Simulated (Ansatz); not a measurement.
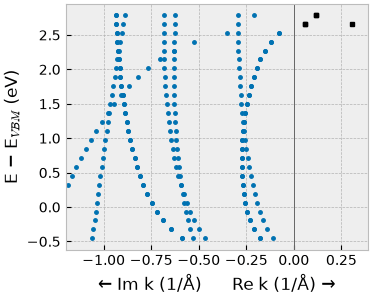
*Complex bands at the centre of the two-dimensional zone; r2SCAN run with Ansatz (a quantum-chemistry and plane-wave program)*

The gap is the functional's own. No spin-orbit coupling. Mid-gap values are those at the computed energy nearest the middle.

### Question
This is KTaO$_{3}$ (Pm-3m, cubic perovskite, 5 atoms a cell, 12.8 Å³ an atom) along the normal of (001). Read off the slowest decay at the centre of the two-dimensional zone at 1.36 eV, the computed energy nearest the middle of the gap.

### Answer
κ ≈ 0.26 1/Å, a decay length 1/(2κ) of the density of 2.0 Å.
